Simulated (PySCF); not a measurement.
# C₃H₁₆OSi₄: vibronic structure

Wanted: vibronic structure for C₃H₁₆OSi₄ (`CCO[Si@](C)([SiH3])[SiH2][SiH3]`).

Programs: PySCF 2.14.0, with routines of our own; each step states its level. All values are computed. Atoms count from 0.

## (1) The system as given

24 atoms, charge 0, multiplicity 1; geometry from: GFN2-xTB.

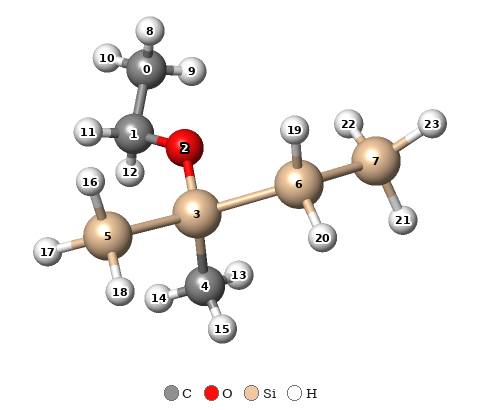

The starting geometry (carbon grey, oxygen red, silicon light orange, hydrogen white).

## (2) Vibronic structure: TDDFT BHandHLYP/def2-SV(P)

What the job is given:

```
{"job": {"kind": "vib", "xc": "BHandHLYP", "basis": "def2-SV(P)", "tda": false}, "charge": 0, "multiplicity": 1}
C     -2.799985     1.328676     0.556260
C     -2.113536     0.098096    -0.015605
O     -0.745638     0.152187     0.257643
Si     0.446644    -0.867372    -0.232547
C      0.499213    -0.852345    -2.156506
Si    -0.027179    -3.066907     0.392470
Si     2.199684     0.406527     0.595451
Si     2.342813     2.593488    -0.166007
H     -2.651883     1.369993     1.632377
H     -2.374711     2.226404     0.114252
H     -3.865210     1.295946     0.343354
H     -2.536520    -0.813911     0.426450
H     -2.269603     0.050883    -1.100721
H      0.510687     0.166223    -2.540382
H     -0.363481    -1.352682    -2.593103
H      1.386326    -1.352232    -2.534702
H     -0.264279    -3.212141     1.834385
H     -1.223561    -3.645866    -0.244993
H      1.076843    -3.973230     0.059596
H      2.214052     0.388577     2.069762
H      3.447075    -0.310721     0.262575
H      2.910243     2.664806    -1.519130
H      1.025349     3.233143    -0.252693
H      3.164921     3.492221     0.652835
```

Level: TDDFT BHandHLYP/def2-SV(P) vertical-gradient vibronic structure (displaced harmonic oscillators, Condon), gas phase.

The run is started by

```bash
> OMP_NUM_THREADS=1 python excited_run.py task.json out
```

The driver reads the jobs from task.json and runs them one after another.

The log of the run:

```text
final grid: 85920 points
cycle   1  E = -1356.3978644419  dE =  3.523e-01  |g| = 6.539e-01  |ddm| = 4.376e+00
cycle   2  E = -1356.3865006799  dE =  1.136e-02  |g| = 7.455e-01  |ddm| = 1.343e+00
cycle   3  E = -1356.4939985017  dE = -1.075e-01  |g| = 7.577e-02  |ddm| = 8.167e-01
cycle   4  E = -1356.4950840684  dE = -1.086e-03  |g| = 3.424e-02  |ddm| = 1.013e-01
cycle   5  E = -1356.4954019374  dE = -3.179e-04  |g| = 4.056e-03  |ddm| = 3.914e-02
cycle   6  E = -1356.4954066801  dE = -4.743e-06  |g| = 1.042e-03  |ddm| = 6.578e-03
cycle   7  E = -1356.4954070510  dE = -3.709e-07  |g| = 2.758e-04  |ddm| = 1.675e-03
cycle   8  E = -1356.4954070772  dE = -2.623e-08  |g| = 6.496e-05  |ddm| = 4.927e-04
cycle   9  E = -1356.4954070789  dE = -1.657e-09  |g| = 1.445e-05  |ddm| = 1.254e-04
cycle  10  E = -1356.4954070790  dE = -1.151e-10  |g| = 4.079e-06  |ddm| = 3.804e-05
converged SCF energy = -1356.4954070790

Singlet excitations (eV, f): 6.137 (0.3884)  6.553 (0.0870)  6.848 (0.0438)  7.317 (0.0944)  7.358 (0.0733)  7.576 (0.0195)

State S1  6.1372 eV  f = 0.38841  H->L 0.92
  relaxed dipole 3.200 D, largest gradient of the excitation energy 0.0210 Eh/bohr
  mode    cm-1        S   lambda/meV  Raman
    8    105.1   22.7189     296.0   0.861
   17    376.7    1.8600      86.9   0.906
   11    142.3    4.6778      82.5   0.325
   22    459.4    1.3812      78.7   1.000
   20    435.1    1.2199      65.8   0.792
   16    336.1    1.3511      56.3   0.524
   15    316.0    1.1929      46.7   0.409
    6     65.2    5.6518      45.7   0.082
   13    228.3    1.4350      40.6   0.257
   10    122.9    2.0580      31.4   0.107
   23    516.4    0.4572      29.3   0.418
   32    809.4    0.2820      28.3   0.634
  reorganisation energy 1.0460 eV, total S 48.605, 0-0 5.0913 eV

State S2  6.5528 eV  f = 0.08697  H-1->L 0.91
  relaxed dipole 4.003 D, largest gradient of the excitation energy 0.0577 Eh/bohr
  mode    cm-1        S   lambda/meV  Raman
    6     65.2   73.7845     596.2   0.293
    8    105.1   27.6257     359.9   0.285
   20    435.1    4.7664     257.1   0.843
   22    459.4    2.1817     124.3   0.430
   12    198.3    4.5158     111.0   0.166
   14    250.2    3.3492     103.9   0.196
   18    413.4    1.9341      99.1   0.309
   44   1373.7    0.5672      96.6   1.000
   11    142.3    5.4371      95.9   0.103
   31    804.9    0.9434      94.2   0.571
   25    619.3    1.2106      93.0   0.434
   26    679.5    1.0654      89.8   0.460
  reorganisation energy 2.4739 eV, total S 137.241, 0-0 4.0789 eV

State S4  7.3172 eV  f = 0.09440  H-2->L 0.54, H-1->L+1 0.30
  relaxed dipole 2.272 D, largest gradient of the excitation energy 0.0348 Eh/bohr
  mode    cm-1        S   lambda/meV  Raman
   20    435.1    3.5347     190.7   1.000
    8    105.1   13.4155     174.8   0.221
   12    198.3    2.7874      68.5   0.164
   11    142.3    2.1640      38.2   0.066
   37    843.5    0.3507      36.7   0.373
   25    619.3    0.4163      32.0   0.239
   13    228.3    1.1252      31.9   0.088
   14    250.2    0.7893      24.5   0.074
   17    376.7    0.5205      24.3   0.110
   21    449.4    0.4232      23.6   0.128
   26    679.5    0.2612      22.0   0.180
    6     65.2    2.4102      19.5   0.015
  reorganisation energy 0.8076 eV, total S 29.943, 0-0 6.5096 eV

State T1  5.1702 eV  f = 0.00000  H->L 0.90
  relaxed dipole 2.101 D, largest gradient of the excitation energy 0.0324 Eh/bohr
  mode    cm-1        S   lambda/meV  Raman
    8    105.1   21.6105     281.5   0.483
   17    376.7    3.4816     162.6   1.000
   11    142.3    5.8977     104.1   0.242
   22    459.4    1.3780      78.5   0.588
   25    619.3    1.0074      77.3   0.782
   20    435.1    1.3062      70.5   0.500
   15    316.0    1.4420      56.5   0.291
   16    336.1    1.1706      48.8   0.268
   18    413.4    0.4163      21.3   0.144
    9    119.3    1.3747      20.3   0.040
   10    122.9    0.9601      14.6   0.029
   28    773.2    0.1149      11.0   0.139
  reorganisation energy 1.0427 eV, total S 42.332, 0-0 4.1275 eV
```

Wall time 2.3 min (1 thread of Arm Neoverse N1, shared host); peak memory 1.3 GiB.

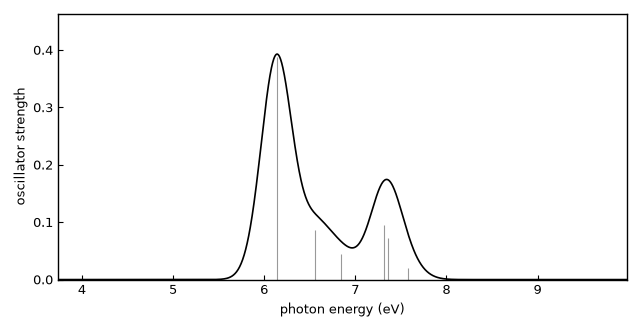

Absorption lines of the singlets. Lines are broadened to a width of 0.40 eV (Gaussian).

## (3) Summary of results

| quantity | value |
| --- | --- |
| S1: vertical, reorganisation, 0-0, total S (step 2, TDDFT BHandHLYP/def2-SV(P), modes from GFN2-xTB) | 6.14, 1.05, 5.09 eV; 48.6 |
| S2: vertical, reorganisation, 0-0, total S (step 2, TDDFT BHandHLYP/def2-SV(P), modes from GFN2-xTB) | 6.55, 2.47, 4.08 eV; 137.2 |
| S4: vertical, reorganisation, 0-0, total S (step 2, TDDFT BHandHLYP/def2-SV(P), modes from GFN2-xTB) | 7.32, 0.81, 6.51 eV; 29.9 |

Some states lie very close; unless symmetry makes them partners, their order is unsure. In step 2 the harmonic model is doubtful. Where the total S runs above about 15, the geometry moves far on excitation and the harmonic model is stretched, so its 0-0 value is in doubt. The vibronic model keeps the ground-state modes (from xTB) and shifts them along the gradient alone, so it can miss much of the relaxation that a full optimisation finds.
